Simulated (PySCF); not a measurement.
C8H11, SMILES [C]1=CCCC=CCC1, doublet, GFN2-xTB optimised geometry. Atoms within 1.6 Å of the plane z = 0.0 Å (x, y, z in Å): C2 (0.30, 1.21, -1.14), C3 (-0.24, 0.35, 0.00), C4 (0.25, -1.09, 0.00), C5 (-0.29, -1.86, -1.17), H9 (0.07, 2.27, -0.97), H10 (-1.34, 0.38, -0.07), H11 (0.04, 0.83, 0.94), H12 (1.34, -1.09, 0.00), H13 (-0.09, -1.57, 0.92), H14 (-1.28, -2.27, -1.04).

Calculation: unrestricted PBE0/def2-SVP (PySCF). Cells within 0.4 Å of a nucleus heavier than hydrogen are left out (blank, or x).

Map of the Laplacian of the electron density (e/bohr⁵), clipped to [-1.50, 1.50] on the plane z = 0.0 Å:

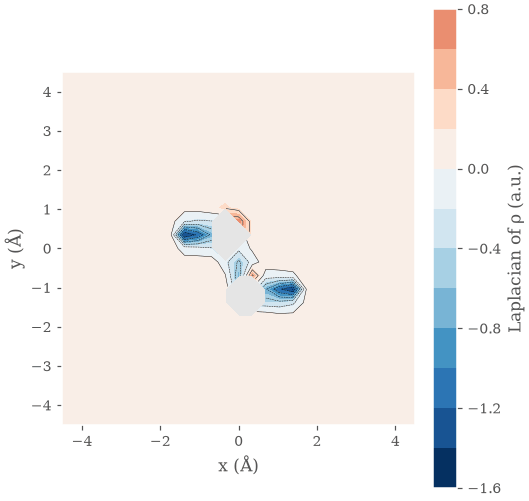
Figure: Laplacian of the electron density (e/bohr⁵), clipped to [-1.50, 1.50] on the plane z = 0.0 Å.
